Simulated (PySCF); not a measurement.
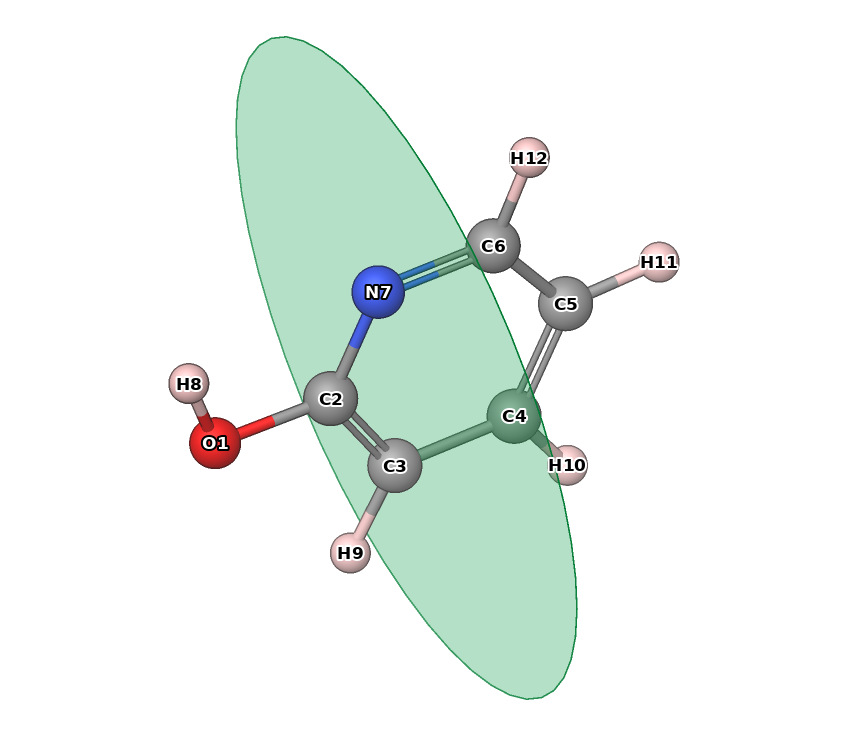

A disc through the centre of mass is drawn in. Atoms fade into the background with distance from the viewer. The geometry was computed by an optimisation with PBE0-D3(BJ)/def2-SVP. No frequency run is at hand to confirm it as a minimum.

**Is the plane of the disc a mirror plane of the structure?**

No. The point group is Cs, with 1 mirror plane, and this plane isn't one of its mirror planes.
